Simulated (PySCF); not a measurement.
## Electronic structure of GaO (charge +1, triplet) in real space

```yaml
atoms:
  - { symbol: Ga, position_ang: [0.0000, 0.0000, -0.5078] }
  - { symbol: O, position_ang: [0.0000, 0.0000, 2.1882] }
```

Theory: PBE0/x2c-SVPall, spin-free X2C-1e, Gaussian nucleus, at a bond length of 2.696 Å (PySCF 2.14.0).

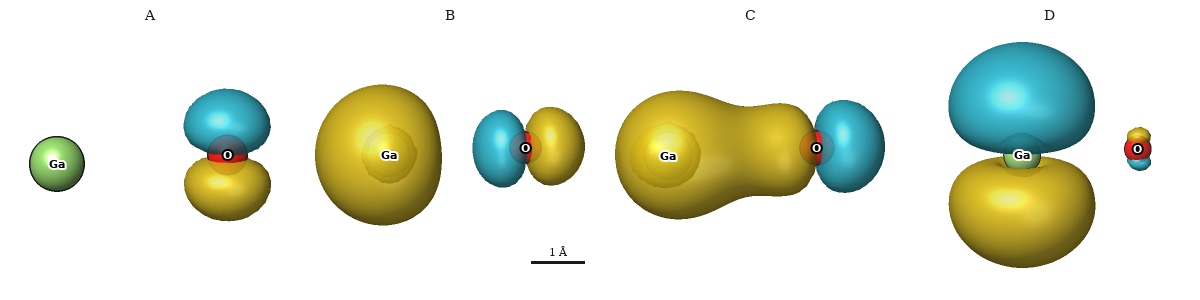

Figure 1. Four frontier α-spin orbitals, each drawn at the value that holds 80 % of its norm (yellow and cyan are the two phases), in no order; of a degenerate pair one member is drawn.

> Name the orbitals and rank them from lowest to highest energy.

Orbital A: π, occupied in this spin, −18.99 eV; almost wholly on O.
Orbital C: σ, occupied in this spin, −17.72 eV; shared between the atoms (Ga 45 %, O 55 %).
Orbital B: σ, occupied in this spin, −15.98 eV; shared between the atoms (Ga 60 %, O 40 %).
Orbital D: π, empty in this spin, −7.84 eV; almost wholly on Ga.

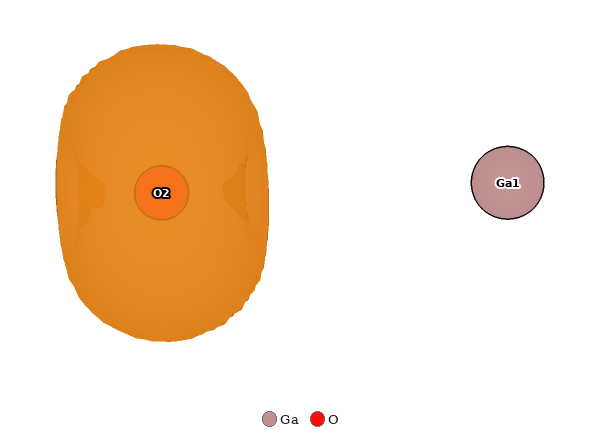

Figure 2. Isosurfaces of the spin density (α minus β) at +0.05 (orange) and −0.05 e/Å³ (purple), seen from one side.

> Describe the spin distribution.

The unpaired spin (2 electrons) lies mostly on O2 (about 2.0), in electrons by Hirshfeld's partition.

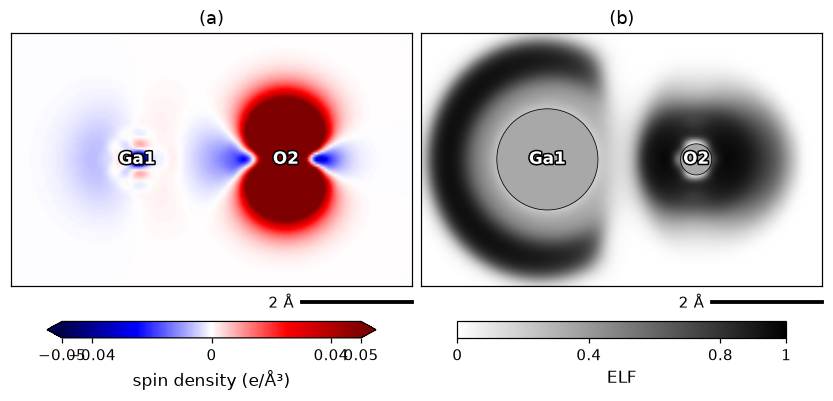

Figure 3. (a) spin density (α minus β); (b) electron localisation function on a plane that holds the molecular axis. Grey discs cover the atomic cores in the ELF map.

> What do the fields say about this system?

The section cuts through Ga and O sites.
Ga–O (2.70 Å): the ELF is about 0.15 at the midpoint.
